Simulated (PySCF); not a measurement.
# AlH2O (SMILES [O][AlH2]), step by step

We compute a series of 19 runs (UPBE0-D4/def2-TZVP, UCCSD(T)/def2-TZVPP, URI-MP2/def2-QZVPP, UPBE-D4/def2-TZVPP, U-r2SCAN-D4/def2-TZVPP, UB3LYP-D4/def2-TZVPP, UPBE0-D4/def2-TZVPP, U-wB97M-V/def2-TZVPP, and more) of AlH2O. Input form: a Python script.

Program for the calculation: PySCF 2.14.0.

1 further run of the same task is left out (for a faulty analytic Hessian).

### 1 The structure to begin with

The species is AlH2O (4 atoms), meant as a doublet with charge 0. SMILES: `[O][AlH2]`. All atoms were displaced at random from a relaxed shape. The run starts from this shape.

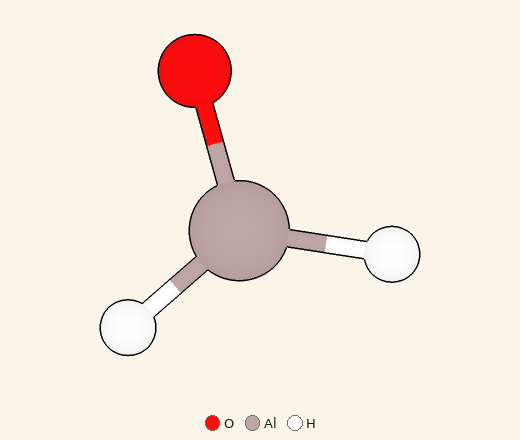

The structure, seen from a chosen angle (oxygen red, aluminium light grey, hydrogen white).

### 2 A geometry optimisation at UPBE0-D4/def2-TZVP (density fitting with def2-universal-jkfit) (run 1)

start.xyz reads:

```xyz
4
AlH2O
O      0.052777    -0.821000     1.427847
Al     0.030420     0.047755    -0.088605
H     -1.169005    -0.388973    -1.101461
H      1.132086     1.131391    -0.254205
```

job.py reads:

```python
# [O][AlH2]
from pyscf import gto, dft
from pyscf.geomopt.geometric_solver import kernel as optimise

molecule = gto.M(
    atom='start.xyz',
    verbose=3,
    spin=1,
    charge=0,
    basis='def2-tzvp',
    max_memory=1860,
)

myscf = dft.UKS(molecule)
myscf.xc = 'pbe0'
myscf = myscf.density_fit(auxbasis='def2-universal-jkfit')
myscf.grids.level = 4
myscf.disp = 'd4'
myscf.max_cycle = 100
myscf.conv_tol = 1e-09
converged, mol_eq = optimise(myscf, maxsteps=100)
print('converged:', converged)
print(mol_eq.tostring())

myscf.reset(mol_eq)
molecule = mol_eq
myscf.kernel()
energy = myscf.e_tot
print('E(%s) = %.9f' % ('PBE0', energy))
```

The run is started by

```sh
$ OMP_NUM_THREADS=1 python job.py
```

What it wrote:

```text
maxiter                   100
----------------------------------------------------------
Custom engine selected.
Bonds will be generated from interatomic distances less than 1.20 times sum of covalent radii
12 internal coordinates being used (instead of 12 Cartesians)
Internal coordinate system (atoms numbered from 1):
Distance 1-2
Distance 2-3
Distance 2-4
Angle 1-2-4
Angle 3-2-4
Out-of-Plane 2-1-3-4
Translation-X 1-4
Translation-Y 1-4
Translation-Z 1-4
Rotation-A 1-4
Rotation-B 1-4
Rotation-C 1-4
> ===== Optimization Info: ====
> Job type: Energy minimization
> Maximum number of optimization cycles: 100
> Initial / maximum trust radius (Angstrom): 0.100 / 0.300
> Convergence Criteria:
> Will converge when all 5 criteria are reached:
>  |Delta-E| < 1.00e-06
>  RMS-Grad  < 3.00e-04
>  Max-Grad  < 4.50e-04
>  RMS-Disp  < 1.20e-03
>  Max-Disp  < 1.80e-03
> === End Optimization Info ===

[... 10 lines left out ...]
WARN: HOMO -0.323574477431769 >= LUMO -0.323574477431762
[... 10 lines left out ...]
Step    0 : Gradient = 1.249e-02/1.873e-02 (rms/max) Energy = -318.6404797858
[... 28 lines left out ...]
converged SCF energy = -318.641373534078  <S^2> = 0.75465227  2S+1 = 2.0046469
[... 37 lines left out ...]
converged SCF energy = -318.641455995434  <S^2> = 0.75465105  2S+1 = 2.0046457
[... 29 lines left out ...]
Converged! =D
[... 1 line left out ...]
converged: True
O           0.05023818       -0.82320879        1.41846884
Al          0.01021012        0.03578844       -0.07962903
H          -1.13765439       -0.37819761       -1.08105712
H           1.12887629        1.13316033       -0.26965243

converged SCF energy = -318.641456403463  <S^2> = 0.75465143  2S+1 = 2.004646
E(PBE0) = -318.641456403
```

Wall time 58 s (1 thread of Arm Neoverse V2, shared host); peak memory 0.78 GiB.

The path in brief:

| step | energy from the first frame kept (eV) | largest force (eV/Å) |
| --- | --- | --- |
| 0 | 0.0000 | 0.9629 |
| 1 | -0.0252 | 0.1896 |
| 2 | -0.0243 | 0.1644 |
| 3 | -0.0265 | 0.0374 |
| 4 | -0.0266 | 0.0116 |
| 5 | -0.0266 | 0.0051 |

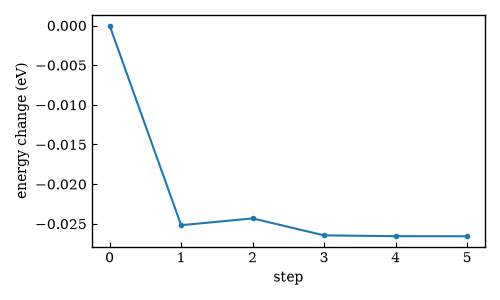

Energy along the run.

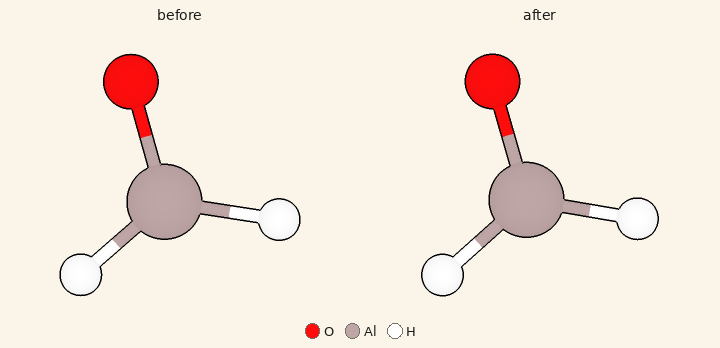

Before and after, at one scale.

After the run. Bond lengths: O1–Al2 1.727 Å, Al2–H3 1.579 Å, Al2–H4 1.579 Å. Angles: O1–Al2–H3 115.9°, O1–Al2–H4 115.7°, H3–Al2–H4 128.4°.

### 3 A single-point energy at UCCSD(T)/def2-TZVPP (run 3)

run.py reads:

```python
from pyscf import gto, cc

mol = gto.Mole()
mol.atom = '''
O        0.050238      -0.823209       1.418469
Al       0.010210       0.035788      -0.079629
H       -1.137654      -0.378198      -1.081057
H        1.128876       1.133160      -0.269652
'''
mol.max_memory = 1860
mol.basis = 'def2-tzvpp'
mol.spin = 1
mol.verbose = 3
mol.build()

mf = mol.UHF()
mf.conv_tol = 1e-10
mf.kernel()
if not mf.converged:
    mf = mf.newton().run(mf.mo_coeff, mf.mo_occ)

mycc = cc.CCSD(mf, frozen=6)
mycc.kernel()
e_t = mycc.ccsd_t()
energy = mycc.e_tot + e_t
print('E(%s) = %.9f' % ('CCSD(T)', energy))
```

The run is started by

```sh
$ OMP_NUM_THREADS=1 python run.py
```

What it wrote:

```text
converged SCF energy = -317.96985981852  <S^2> = 0.75832201  2S+1 = 2.0083048
E(UCCSD) = -318.2655633601426  E_corr = -0.2957035416225167
UCCSD(T) correction = -0.0079859604154772
E(CCSD(T)) = -318.273549321
```

Wall time 96 s (1 thread of Arm Neoverse V2, shared host); peak memory 3.8 GiB.

Runs 4 to 19 aren't shown in full; the table further down has their settings and results.

### 4 The singlet cation: the energy at B3LYP/6-31G(d) (spherical functions) (run 20)

calc.py reads:

```python
from pyscf import gto, dft

mol = gto.M(
    atom='''
O      0.094936    -1.555640     2.680518
Al     0.019294     0.067630    -0.150477
H     -2.149854    -0.714691    -2.042902
H      2.133266     2.141362    -0.509568
''',
    charge=1,
    unit='bohr',
    spin=0,
    max_memory=1860,
    basis='6-31g*',
    verbose=3,
)

mf = dft.RKS(mol)
mf.xc = 'b3lyp'
mf.conv_tol = 1e-10
mf.grids.level = 5
mf.kernel()
if not mf.converged:
    mf = mf.newton().run(mf.mo_coeff, mf.mo_occ)

e_tot = mf.e_tot
print(f'total energy: {e_tot:.8f} hartree')
```

The run is started by

```sh
$ OMP_NUM_THREADS=1 python calc.py
```

What it wrote:

```text
converged SCF energy = -318.351211626562
total energy: -318.35121163 hartree
```

It took 3.6 s on 1 thread of Arm Neoverse V2, shared host; peak memory 0.24 GiB.

### 5 All runs side by side

| run | level | task | integral approximation | partner | energy (Eh) | dipole moment (D) of the reference | HOMO energy (eV) | LUMO energy (eV) | wall time |
| --- | --- | --- | --- | --- | --- | --- | --- | --- | --- |
| 1 | UPBE0-D4/def2-TZVP (density fitting with def2-universal-jkfit) | optimise | def2-universal-jkfit | base | -318.641456 | 1.74 | -9.02 | -4.22 | 58 s |
| 3 | UCCSD(T)/def2-TZVPP | energy | none | base | -318.273549 | 1.67 | -12.22 | 1.29 | 96 s |
| 4 | URI-MP2/def2-QZVPP (density fitting with def2-universal-jkfit) | energy | def2-universal-jkfit | base | -318.270979 | 1.72 | -12.22 | 0.94 | 4.5 s |
| 5 | UPBE-D4/def2-TZVPP | energy | none | base | -318.618659 | 2.06 | -7.22 | -6.02 | 18 s |
| 6 | U-r2SCAN-D4/def2-TZVPP | energy | none | base | -318.776335 | 1.79 | -7.72 | -5.32 | 45 s |
| 7 | UB3LYP-D4/def2-TZVPP | energy | none | base | -318.871843 | 1.80 | -8.77 | -4.80 | 19 s |
| 8 | UPBE0-D4/def2-TZVPP | energy | none | base | -318.641805 | 1.73 | -9.02 | -4.22 | 19 s |
| 9 | U-wB97M-V/def2-TZVPP | energy | none | base | -318.796422 | 1.66 | -11.18 | -2.02 | 80 s |
| 10 | UB2PLYP/def2-TZVPP | energy | none | base | -318.674928 | 1.67 | -10.21 | -1.89 | 24 s |
| 11 | USVWN5/def2-TZVPP | energy | none | base | -317.222645 | 2.47 | -7.18 | -6.49 | 12 s |
| 12 | UM06-2X/def2-TZVPP | energy | none | base | -318.785109 | 1.74 | -10.17 | -2.78 | 57 s |
| 13 | UB3LYP/6-31G* (spherical functions) | energy | none | base | -318.801004 | 1.73 | -8.46 | -4.51 | 5.4 s |
| 14 | UHF/STO-3G | energy | none | base | -314.004250 | 1.21 | -8.20 | 9.20 | 0.56 s |
| 15 | CCSD(T)/def2-TZVPP | energy | none | cation | -317.870546 | – | -18.74 | -10.39 | 19 s |
| 16 | PBE-D4/def2-TZVPP | energy | none | cation | -318.189687 | – | – | – | 54 s |
| 17 | B3LYP-D4/def2-TZVPP | energy | none | cation | -318.418323 | – | -16.87 | -14.61 | 11 s |
| 18 | PBE0-D4/def2-TZVPP | energy | none | cation | -318.184067 | – | -17.12 | -14.38 | 10 s |
| 19 | wB97M-V/def2-TZVPP | energy | none | cation | -318.334419 | – | -19.04 | -12.32 | 38 s |
| 20 | B3LYP/6-31G* (spherical functions) | energy | none | cation | -318.351212 | – | -16.86 | -14.62 | 3.6 s |

### 6 Summary of results

| quantity | value |
| --- | --- |
| singlet cation, run 20: total energy | -318.35121 Eh |
| singlet cation, run 20: HOMO energy | -16.86 eV |
| singlet cation, run 20: LUMO energy | -14.62 eV |
| singlet cation, run 20: HOMO–LUMO gap | 2.25 eV |
| vertical ionisation energy (to the singlet cation), UCCSD(T)/def2-TZVPP | 10.966 eV |
| vertical ionisation energy (to the singlet cation), UB3LYP-D4/def2-TZVPP | 12.341 eV |
| vertical ionisation energy (to the singlet cation), UPBE0-D4/def2-TZVPP | 12.456 eV |
| vertical ionisation energy (to the singlet cation), U-wB97M-V/def2-TZVPP | 12.572 eV |
| vertical ionisation energy (to the singlet cation), UB3LYP/6-31G* | 12.239 eV |

What this shows: At UCCSD(T)/def2-TZVPP: the vertical ionisation energy comes to 10.97 eV (253 kcal/mol). Only the singlet of the ionised species was computed; a triplet could lie lower. At UB3LYP-D4/def2-TZVPP: removing an electron at fixed nuclei costs 12.34 eV (285 kcal/mol). At UPBE0-D4/def2-TZVPP: the vertical ionisation energy comes to 12.46 eV (287 kcal/mol). At U-wB97M-V/def2-TZVPP: removing an electron at fixed nuclei costs 12.57 eV (290 kcal/mol). At UB3LYP/6-31G*: removing an electron at fixed nuclei costs 12.24 eV (282 kcal/mol). Over runs 17, 18, 19, 20 the HOMO–LUMO gap runs from 2.25 eV (B3LYP/6-31G*) to 6.72 eV (wB97M-V/def2-TZVPP). The two ends differ in method and basis. Totals of different functionals can't be ranked against each other. In run 15 the T1 diagnostic is large, so a single reference may not serve. In run 14 the basis is minimal, so the values are rough. All runs together took 9.6 min, the longest 96 s.
